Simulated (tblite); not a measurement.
# Geometry relaxation of C12H20

System: C12H20.
Method: GFN2-xTB geometry optimisation, gas phase (tblite 0.8.0).

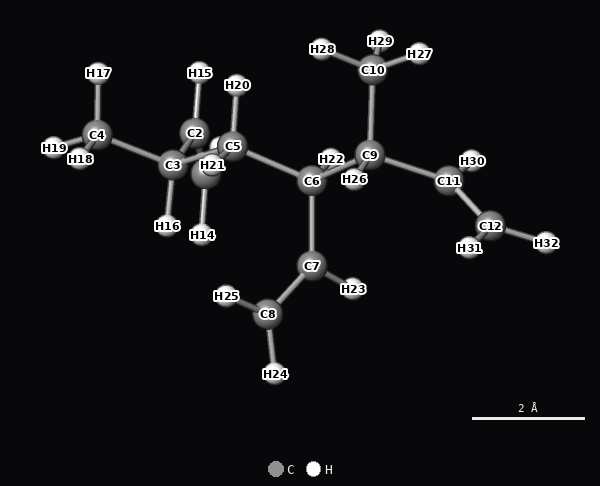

The input geometry (ball-and-stick view, seen at a tilt; atoms are numbered from 1 in the order of the input).

Key numbers

| quantity | value |
| --- | --- |
| outcome | converged |
| total energy | −974.3649 eV |
| hardware | 1 CPU thread, shared host |
| wall time | 2.1 s |
| peak memory | 1.2 GiB |

The input
```
{"job": {"xc": "GFN2-xTB", "basis": "xTB", "kind": "relax"}, "charge": 0, "multiplicity": 1}
C      3.403800    -0.160400    -0.824200
C      2.680300    -0.525900     0.239600
C      1.814300     0.401800     1.048800
C      2.312800     0.475000     2.481000
C      0.325000    -0.050100     1.036300
C     -0.358000    -0.041900    -0.371300
C     -0.344400     1.325900    -1.052100
C     -0.446200     2.526300    -0.454900
C     -1.809900    -0.606100    -0.323700
C     -1.920400    -1.972200     0.365800
C     -2.404300    -0.748900    -1.720500
C     -3.507300    -0.116300    -2.138300
H      4.007400    -0.871200    -1.347900
H      3.378900     0.862600    -1.195300
H      2.733900    -1.558000     0.580800
H      1.880000     1.420700     0.649700
H      2.257900    -0.507800     2.983100
H      1.717500     1.168500     3.078600
H      3.356100     0.804900     2.530800
H      0.298400    -1.062600     1.447500
H     -0.259400     0.581500     1.724200
H      0.234700    -0.707700    -1.010700
H     -0.258700     1.304000    -2.122300
H     -0.452600     3.422400    -1.056000
H     -0.559300     2.639300     0.617100
H     -2.444700     0.094900     0.260000
H     -2.917800    -2.394700     0.248700
H     -1.732200    -1.888900     1.440900
H     -1.196300    -2.682900    -0.060500
H     -1.879300    -1.411200    -2.399400
H     -4.047500     0.563900    -1.493100
H     -3.877900    -0.253400    -3.147700
```

The first line tells a small driver script what to run in tblite; the rest is the geometry in Å.

Launch command:
```bash
OMP_NUM_THREADS=1 python <driver script> task.json out
```

What the program printed
```
step      E/eV     max force
  0    -974.17269    1.444
  1    -974.22807    1.280
  2    -974.26102    0.286
  3    -974.27526    0.313
  4    -974.29315    0.242
  5    -974.30005    0.204
  6    -974.30972    0.218
  7    -974.31704    0.378
  8    -974.32311    0.148
  9    -974.32697    0.117
 10    -974.33042    0.143
 11    -974.33420    0.204
 12    -974.33722    0.134
 13    -974.33909    0.104
 14    -974.34029    0.121
 15    -974.34126    0.081
 16    -974.34201    0.053
 17    -974.34247    0.040
 18    -974.34247    0.040
 19    -974.34268    0.033
 20    -974.34328    0.061
 21    -974.34349    0.049
 22    -974.34393    0.101
 23    -974.34469    0.111
 24    -974.34518    0.071
 25    -974.34574    0.057
 26    -974.34620    0.060
 27    -974.34664    0.091
 28    -974.34706    0.047
 29    -974.34753    0.051
 30    -974.34807    0.076
 31    -974.34852    0.070
 32    -974.34890    0.041
 33    -974.34921    0.045
 34    -974.34954    0.056
 35    -974.34991    0.066
 36    -974.35029    0.058
 37    -974.35057    0.044
 38    -974.35073    0.027
 39    -974.35086    0.030
 40    -974.35103    0.025
 41    -974.35124    0.032
 42    -974.35151    0.038
 43    -974.35179    0.036
 44    -974.35207    0.038
 45    -974.35236    0.033
 46    -974.35268    0.038
 47    -974.35296    0.036
 48    -974.35317    0.028
 49    -974.35333    0.022
 50    -974.35347    0.023
 51    -974.35363    0.027
 52    -974.35385    0.032
 53    -974.35414    0.036
 54    -974.35442    0.031
 55    -974.35464    0.024
 56    -974.35480    0.022
 57    -974.35492    0.024
 58    -974.35506    0.022
 59    -974.35519    0.030
 60    -974.35530    0.029
 61    -974.35540    0.022
 62    -974.35551    0.022
 63    -974.35563    0.026
 64    -974.35575    0.021
 65    -974.35585    0.019
 66    -974.35597    0.021
 67    -974.35614    0.029
 68    -974.35636    0.034
 69    -974.35657    0.027
 70    -974.35674    0.022
 71    -974.35688    0.021
 72    -974.35703    0.030
 73    -974.35721    0.029
 74    -974.35742    0.034
 75    -974.35764    0.032
 76    -974.35789    0.043
 77    -974.35813    0.047
 78    -974.35835    0.031
 79    -974.35855    0.028
 80    -974.35878    0.028
 81    -974.35909    0.048
 82    -974.35942    0.048
 83    -974.35969    0.028
 84    -974.35989    0.031
 85    -974.36006    0.032
 86    -974.36027    0.072
 87    -974.36053    0.061
 88    -974.36098    0.027
 89    -974.36113    0.020
 90    -974.36128    0.019
 91    -974.36136    0.020
 92    -974.36147    0.022
 93    -974.36157    0.025
 94    -974.36165    0.018
 95    -974.36171    0.016
 96    -974.36176    0.012
 97    -974.36181    0.014
 98    -974.36186    0.015
 99    -974.36191    0.017
100    -974.36195    0.017
101    -974.36202    0.015
102    -974.36210    0.017
103    -974.36216    0.016
104    -974.36221    0.015
105    -974.36226    0.012
106    -974.36231    0.013
107    -974.36238    0.016
108    -974.36244    0.017
109    -974.36251    0.014
110    -974.36258    0.015
111    -974.36267    0.018
112    -974.36274    0.018
113    -974.36280    0.018
114    -974.36284    0.012
115    -974.36287    0.012
116    -974.36291    0.012
117    -974.36297    0.019
118    -974.36305    0.022
119    -974.36315    0.020
120    -974.36324    0.020
121    -974.36333    0.018
122    -974.36341    0.016
123    -974.36348    0.016
124    -974.36354    0.011
125    -974.36359    0.014
126    -974.36363    0.013
127    -974.36367    0.011
128    -974.36370    0.012
129    -974.36372    0.010
130    -974.36373    0.008
131    -974.36376    0.009
132    -974.36378    0.010
133    -974.36380    0.009
134    -974.36382    0.007
135    -974.36383    0.008
136    -974.36385    0.007
137    -974.36387    0.008
138    -974.36389    0.010
139    -974.36392    0.009
140    -974.36394    0.010
141    -974.36398    0.011
142    -974.36402    0.010
143    -974.36405    0.011
144    -974.36408    0.010
145    -974.36410    0.010
146    -974.36412    0.009
147    -974.36414    0.010
148    -974.36416    0.010
149    -974.36418    0.009
150    -974.36420    0.009
151    -974.36422    0.008
152    -974.36423    0.009
153    -974.36425    0.008
154    -974.36426    0.010
155    -974.36428    0.009
156    -974.36431    0.009
157    -974.36433    0.009
158    -974.36435    0.007
159    -974.36436    0.007
160    -974.36437    0.007
161    -974.36438    0.006
162    -974.36440    0.005
163    -974.36441    0.006
164    -974.36442    0.006
165    -974.36444    0.007
166    -974.36445    0.010
167    -974.36447    0.008
168    -974.36448    0.007
169    -974.36449    0.007
170    -974.36450    0.006
171    -974.36451    0.007
172    -974.36452    0.009
173    -974.36453    0.007
174    -974.36455    0.007
175    -974.36456    0.008
176    -974.36457    0.006
177    -974.36458    0.007
178    -974.36459    0.007
179    -974.36460    0.009
180    -974.36461    0.011
181    -974.36462    0.007
182    -974.36463    0.006
183    -974.36464    0.006
184    -974.36465    0.008
185    -974.36467    0.006
186    -974.36468    0.008
187    -974.36469    0.007
188    -974.36470    0.007
189    -974.36471    0.007
190    -974.36472    0.006
191    -974.36472    0.005
192    -974.36473    0.004
193    -974.36473    0.005
194    -974.36474    0.005
195    -974.36475    0.006
196    -974.36476    0.006
197    -974.36477    0.008
198    -974.36478    0.008
199    -974.36479    0.007
200    -974.36480    0.006
201    -974.36480    0.006
202    -974.36481    0.007
203    -974.36482    0.005
204    -974.36482    0.005
205    -974.36483    0.005
206    -974.36483    0.005
207    -974.36484    0.005
208    -974.36484    0.006
209    -974.36485    0.005
210    -974.36485    0.005
211    -974.36486    0.005
212    -974.36486    0.005
213    -974.36487    0.004
```

Trajectory as extended XYZ (Å, eV, eV/Å), 3 of the 12 frames kept, from step=0 to step=213
```
32
Properties=species:S:1:pos:R:3:forces:R:3 step=0 energy=-974.17269
C     3.4038   -0.1604   -0.8242   -0.8360   0.1600   0.8860
C     2.6803   -0.5259    0.2396    0.4230   0.3040  -0.6370
C     1.8143    0.4018    1.0488   -0.4860   0.1000  -0.3500
C     2.3128    0.4750    2.4810    0.2320  -0.4490   0.8170
C     0.3250   -0.0501    1.0363   -0.1700   0.1890  -0.2470
C    -0.3580   -0.0419   -0.3713    0.4130   0.1850   0.2060
C    -0.3444    1.3259   -1.0521   -0.2140   0.6960   1.2470
C    -0.4462    2.5263   -0.4549   -0.0430  -1.3220  -0.4440
C    -1.8099   -0.6061   -0.3237   -0.5730   0.2440  -0.0920
C    -1.9204   -1.9722    0.3658    0.4750  -0.2730   0.1240
C    -2.4043   -0.7489   -1.7205   -0.4930   0.8070   0.1460
C    -3.5073   -0.1163   -2.1383    0.9250  -0.4750   0.2530
H     4.0074   -0.8712   -1.3479    0.1650  -0.0520  -0.1670
H     3.3789    0.8626   -1.1953    0.0550  -0.3720   0.0920
H     2.7339   -1.5580    0.5808   -0.1120   0.2010   0.0120
H     1.8800    1.4207    0.6497   -0.0340  -0.1290  -0.2430
H     2.2579   -0.5078    2.9831    0.0120   0.3340  -0.2780
H     1.7175    1.1685    3.0786    0.0170  -0.0260  -0.1560
H     3.3561    0.8049    2.5308   -0.2090  -0.0560  -0.1330
H     0.2984   -1.0626    1.4475   -0.0250   0.0330  -0.1680
H    -0.2594    0.5815    1.7242    0.2350  -0.0730  -0.2380
H     0.2347   -0.7077   -1.0107   -0.0240  -0.0490   0.0120
H    -0.2587    1.3040   -2.1223    0.0020  -0.1150  -0.2280
H    -0.4526    3.4224   -1.0560    0.0330  -0.0220   0.1680
H    -0.5593    2.6393    0.6171    0.0690   0.0020  -0.2880
H    -2.4447    0.0949    0.2600    0.3010  -0.1400  -0.3430
H    -2.9178   -2.3947    0.2487    0.0350   0.1340  -0.1150
H    -1.7322   -1.8889    1.4409   -0.0020  -0.0070  -0.2370
H    -1.1963   -2.6829   -0.0605   -0.2360   0.2300   0.1280
H    -1.8793   -1.4112   -2.3994    0.0110   0.0210   0.1440
H    -4.0475    0.5639   -1.4931    0.0600  -0.1270  -0.1470
H    -3.8779   -0.2534   -3.1477   -0.0050   0.0480   0.2780
32
Properties=species:S:1:pos:R:3:forces:R:3 step=116 energy=-974.36291
C     3.2547   -0.1973   -0.8557    0.0010  -0.0030  -0.0010
C     2.6218   -0.5097    0.2590   -0.0040   0.0030  -0.0050
C     1.7755    0.4397    1.0518    0.0030   0.0010   0.0000
C     2.3222    0.5542    2.4765    0.0040   0.0030   0.0020
C     0.3197   -0.0461    1.0859    0.0000   0.0000  -0.0010
C    -0.2973   -0.1403   -0.3141   -0.0080  -0.0060   0.0010
C    -0.2592    1.1767   -1.0459    0.0060  -0.0090   0.0050
C    -0.6528    2.3362   -0.5529   -0.0030   0.0030  -0.0020
C    -1.7643   -0.6324   -0.2634   -0.0050  -0.0030  -0.0090
C    -1.8785   -2.0497    0.3032   -0.0040   0.0050  -0.0020
C    -2.3314   -0.6157   -1.6525    0.0030   0.0000  -0.0020
C    -3.3376    0.1393   -2.0491    0.0010  -0.0010  -0.0010
H     3.8528   -0.9113   -1.3969    0.0060  -0.0010   0.0040
H     3.1977    0.7930   -1.2780    0.0000  -0.0020   0.0040
H     2.6914   -1.5122    0.6641   -0.0030   0.0080  -0.0010
H     1.8052    1.4259    0.5785    0.0080  -0.0020  -0.0030
H     2.2934   -0.4125    2.9759   -0.0020   0.0000  -0.0030
H     1.7297    1.2588    3.0557   -0.0010   0.0010   0.0020
H     3.3527    0.9013    2.4601    0.0060   0.0030  -0.0010
H     0.2968   -1.0308    1.5553    0.0040   0.0030   0.0040
H    -0.2692    0.6338    1.7036    0.0010   0.0000  -0.0010
H     0.2818   -0.8697   -0.8909    0.0030   0.0060   0.0040
H     0.0937    1.1295   -2.0674    0.0040   0.0040  -0.0050
H    -0.6246    3.2385   -1.1400    0.0050   0.0060   0.0050
H    -1.0190    2.4429    0.4542   -0.0070  -0.0020   0.0060
H    -2.3395    0.0551    0.3649    0.0020  -0.0050  -0.0100
H    -2.8995   -2.4092    0.1916    0.0000   0.0010  -0.0030
H    -1.6259   -2.0741    1.3597   -0.0060  -0.0030   0.0000
H    -1.2148   -2.7269   -0.2309   -0.0090  -0.0010   0.0010
H    -1.8501   -1.2920   -2.3482   -0.0090   0.0000   0.0040
H    -3.8317    0.8242   -1.3791    0.0050  -0.0110  -0.0010
H    -3.7089    0.1123   -3.0599   -0.0030   0.0020   0.0090
32
Properties=species:S:1:pos:R:3:forces:R:3 step=213 energy=-974.36487
C     3.3169   -0.2395   -0.8252    0.0000  -0.0010   0.0010
C     2.6276   -0.5396    0.2589   -0.0020   0.0010   0.0010
C     1.7890    0.4316    1.0330   -0.0030   0.0010   0.0020
C     2.3424    0.5675    2.4539    0.0000   0.0000  -0.0010
C     0.3290   -0.0400    1.0801   -0.0010  -0.0010   0.0000
C    -0.2961   -0.1318   -0.3176    0.0020   0.0030   0.0000
C    -0.2468    1.1977   -1.0275   -0.0010   0.0000   0.0000
C    -0.7503    2.3239   -0.5575    0.0010   0.0030   0.0010
C    -1.7625   -0.6222   -0.2663    0.0020   0.0030  -0.0010
C    -1.8824   -2.0423    0.2921    0.0000   0.0010  -0.0020
C    -2.3349   -0.5972   -1.6530   -0.0010   0.0000   0.0000
C    -3.3624    0.1386   -2.0303    0.0000   0.0010  -0.0010
H     3.9135   -0.9689   -1.3472    0.0010  -0.0020  -0.0010
H     3.3127    0.7559   -1.2390   -0.0020   0.0010   0.0000
H     2.6472   -1.5468    0.6571    0.0010  -0.0010  -0.0010
H     1.8277    1.4091    0.5421    0.0020   0.0000  -0.0010
H     2.3079   -0.3902    2.9697    0.0000   0.0010   0.0000
H     1.7574    1.2867    3.0228    0.0010  -0.0010  -0.0020
H     3.3757    0.9062    2.4267    0.0000   0.0000   0.0010
H     0.2985   -1.0205    1.5576    0.0010  -0.0010   0.0010
H    -0.2495    0.6524    1.6940    0.0010   0.0000   0.0000
H     0.2829   -0.8561   -0.9004   -0.0010   0.0000   0.0010
H     0.2264    1.1944   -2.0005    0.0000  -0.0020   0.0030
H    -0.6995    3.2442   -1.1142    0.0010  -0.0010  -0.0010
H    -1.2355    2.3831    0.4026    0.0000  -0.0020  -0.0010
H    -2.3365    0.0607    0.3671   -0.0020  -0.0010  -0.0010
H    -2.9069   -2.3927    0.1838   -0.0010  -0.0020   0.0000
H    -1.6243   -2.0759    1.3470    0.0010  -0.0010  -0.0020
H    -1.2284   -2.7219   -0.2507    0.0020   0.0000   0.0010
H    -1.8444   -1.2530   -2.3613   -0.0010  -0.0010   0.0010
H    -3.8667    0.8006   -1.3455   -0.0010  -0.0020   0.0020
H    -3.7430    0.1177   -3.0375    0.0000   0.0010  -0.0010
```
